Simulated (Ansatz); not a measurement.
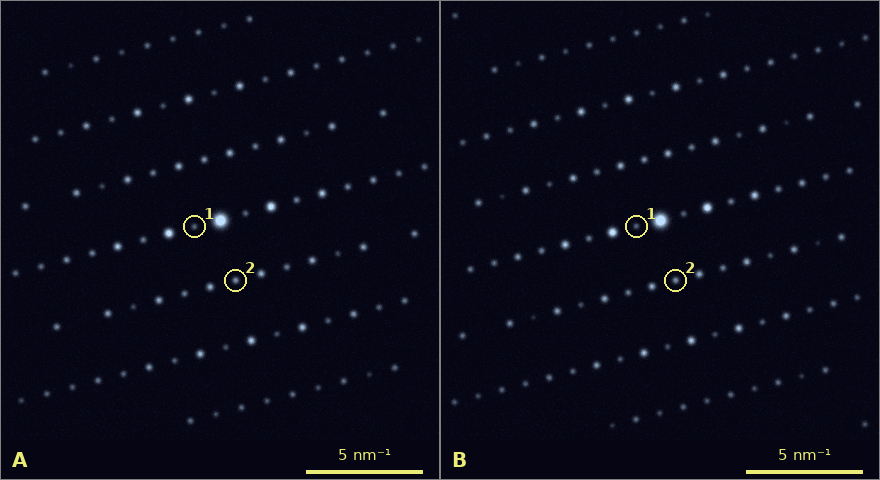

Kinematic electron diffraction patterns (300 kV, B = 0.5 Å², same scale) along [010] of the run's own cell, for the start and the end of one relaxation of GePtN4 with Ansatz, DFT PBE, scalar-relativistic, plane waves, PAW. k mesh 10×10×4. The start is a generated model structure, and the relaxation ends in the nearest stationary point of its symmetry, not necessarily the ground state. Spot 1 is 0 0 -1 and spot 2 is -1 0 0 in both.

Start structure:

```
Ge Pt N
1.0
     3.70962    0.00000    0.00000
     0.00000    3.70962    0.00000
     0.00000    0.00000    8.75649
Ge Pt N
1 1 4
Direct
  0.50000 0.50000 0.50000
  0.00000 0.00000 0.00000
  0.50000 0.00000 0.00000
  0.00000 0.50000 0.00000
  0.00000 0.00000 0.43181
  0.00000 0.00000 0.56819
```

**Which pattern belongs to the start structure, and which to the relaxed one?**

A is the start: its cell gives d(1) = 8.756 Å, d(2) = 3.710 Å and an angle of 90.0°. B is the relaxed structure, with d(1) = 9.449 Å (+7.9 %), d(2) = 3.711 Å (+0.0 %) and 90.0°.

**What did the relaxation do to the structure and the energy?**

The volume changed by +8.0 % to 21.69 Å³ an atom; with the mean shift removed, the atoms moved by up to 0.05 Å relative to the cell (N most); the space group stayed P4/mmm (No. 123); the free energy fell by 1.7 meV an atom. Relaxed cell: a = 3.711 Å, b = 3.711 Å, c = 9.449 Å, α = 90.00°, β = 90.00°, γ = 90.00°.
